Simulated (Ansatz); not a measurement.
## Electronic structure of GeH₄O₂ in real space

```json
{"atom": "Ge", "x (Å)": "0.1618", "y (Å)": "0.0100", "z (Å)": "0.0606"}
{"atom": "O", "x (Å)": "0.6797", "y (Å)": "-0.0971", "z (Å)": "1.7479"}
{"atom": "H", "x (Å)": "0.0075", "y (Å)": "0.0404", "z (Å)": "2.4301"}
{"atom": "H", "x (Å)": "1.6271", "y (Å)": "-0.2609", "z (Å)": "-0.2909"}
{"atom": "H", "x (Å)": "-0.5357", "y (Å)": "1.3173", "z (Å)": "-0.3600"}
{"atom": "O", "x (Å)": "-1.0233", "y (Å)": "-1.2427", "z (Å)": "-0.3891"}
{"atom": "H", "x (Å)": "-0.7360", "y (Å)": "-2.1380", "z (Å)": "-0.1624"}
```

Not at a stationary point (largest force 1.2 eV/Å).

Theory: RKS B3LYP-D4/def2-SVP (Ansatz).

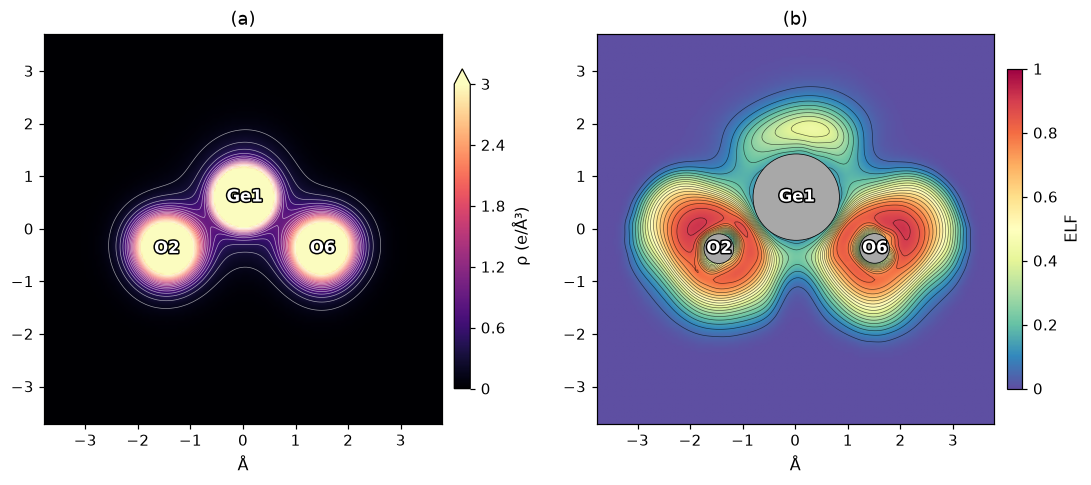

Figure 1. (a) electron density; (b) electron localisation function on the plane of atoms O2, Ge1 and O6. Grey discs cover the atomic cores in the ELF map.

Question: Describe what can be read from this map.

Answer: Atoms in the plane: Ge and O.
Ge–O (1.77 Å): the density is about 0.96 e/Å³ at the midpoint; the ELF peaks at about 0.85 in the valence shell of O, 0.6 Å from its nucleus, and is about 0.30 at the midpoint.
The ELF also peaks beside O6 and O2, away from the bonds: lone-pair regions.

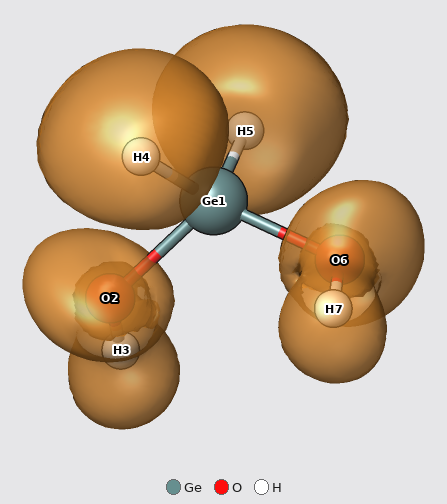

Figure 2. Isosurface of the electron localisation function at 0.75 (orange), seen at a tilt. Core shells and regions of very low density are left out.

Question: Describe the localisation domains.

Answer: The surface consists of two regions around hydrogen nuclei and two joined regions spread over several atoms (H, O), in which their bonds and any lone pairs are merged.


 O–H (0.97 Å): the ELF climbs to about 1 towards the hydrogen, as it does in any bond to H: a covalent bond by its length.

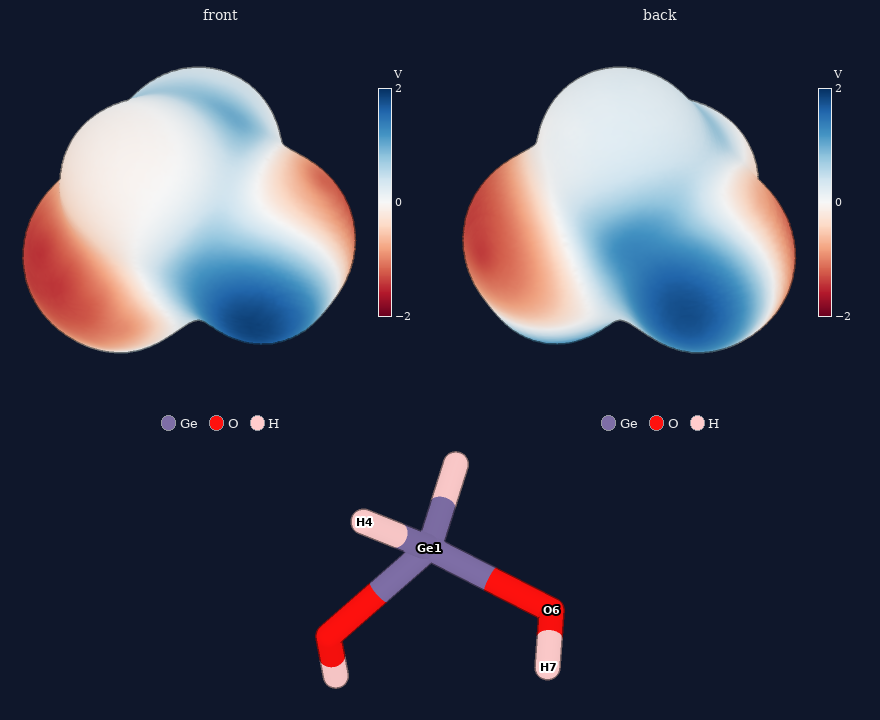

Figure 3. The molecular electrostatic potential painted on the density surface at 0.001 e/bohr³, seen from the front and from behind; the colour scale runs from red (negative) to blue (positive). The bare structure is drawn below in the same view.

Question: Where is the surface potential most negative and most positive?

Answer: The most negative region (about −1.4 V) lies over O2 and O6, the most positive (about +1.8 V) over H3 and H7.
